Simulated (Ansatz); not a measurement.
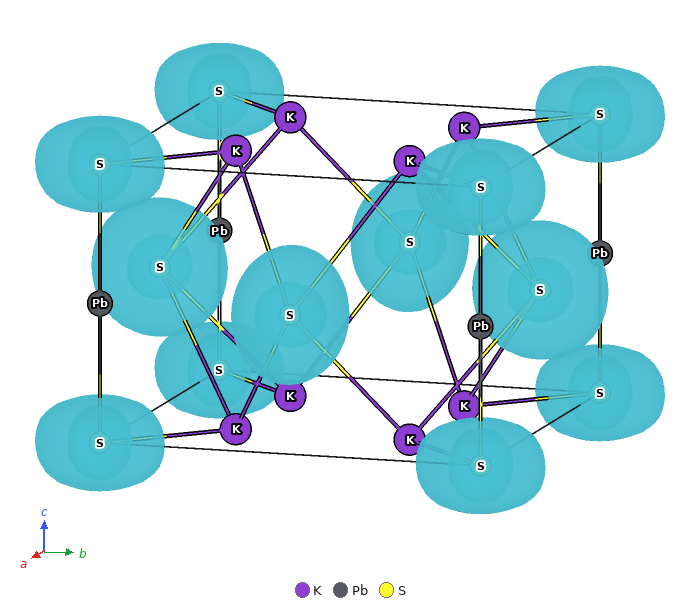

*K$_{4}$PbS$_{3}$. Isosurface of the electron localisation function at 0.8 (cyan), seen slightly off an axis. Only the valence region is drawn (cores and ρ < 0.01 e/Å³ removed). Sticks mark near contacts.*

Space group P4/mmm; a structure generated by program, which may or may not match a known phase.

Method: Ansatz, DFT PBE, scalar-relativistic, plane waves, PAW.

In a PAW calculation such maps are meaningful between the atoms, not at the nuclei.

> Describe the localisation domains.

At this value the surface marks out three regions wrapped around S (the valence shell of each), counted in one cell of 8 atoms. Regions shared between cells count once. Profiles from the grid: Pb–S (2.63 Å): the ELF peaks at about 0.80 in the valence shell of S, 0.8 Å from its nucleus, and drops to about 0.25 between the two atoms. K–S (2.84 Å): the ELF peaks at about 0.90 in the valence shell of S, 0.9 Å from its nucleus, and drops to about 0.10 between the two atoms; no localised pair shows between them.
